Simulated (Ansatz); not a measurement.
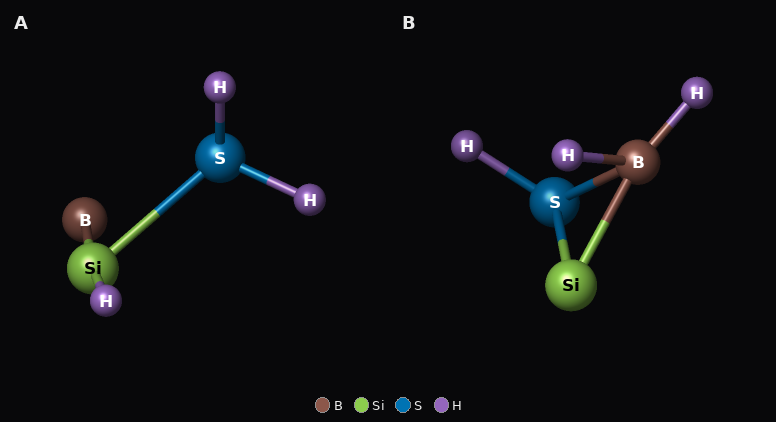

2 stationary structures of one formula. Geometries: PBE0-D4/def2-TZVP. Electronic energies: RHF-CCSD(T) (frozen core)/def2-TZVPP (Ansatz 0.2.0), without zero-point energy. No frequency run is at hand to confirm each as a minimum.

> Which structure is the most stable?

B is lowest (C1); A lies 422.5 kJ/mol above it (Cs).

Give E(B) − E(A) in kJ/mol at these levels too: ωB97M-V/def2-TZVPP; RHF-CCSD(T) (frozen core)/def2-TZVPP; r2SCAN-D4/def2-TZVPP; B3LYP-D4/def2-TZVPP; PBE-D4/def2-TZVPP; PBE0-D4/def2-TZVP; PBE0-D4/def2-TZVPP.

| level | E(B) − E(A) (kJ/mol) |
| --- | --- |
| ωB97M-V/def2-TZVPP | −452.5 |
| RHF-CCSD(T) (frozen core)/def2-TZVPP | −422.5 |
| r2SCAN-D4/def2-TZVPP | −429.5 |
| B3LYP-D4/def2-TZVPP | −429.8 |
| PBE-D4/def2-TZVPP | −418.1 |
| PBE0-D4/def2-TZVP | −440.6 |
| PBE0-D4/def2-TZVPP | −440.0 |
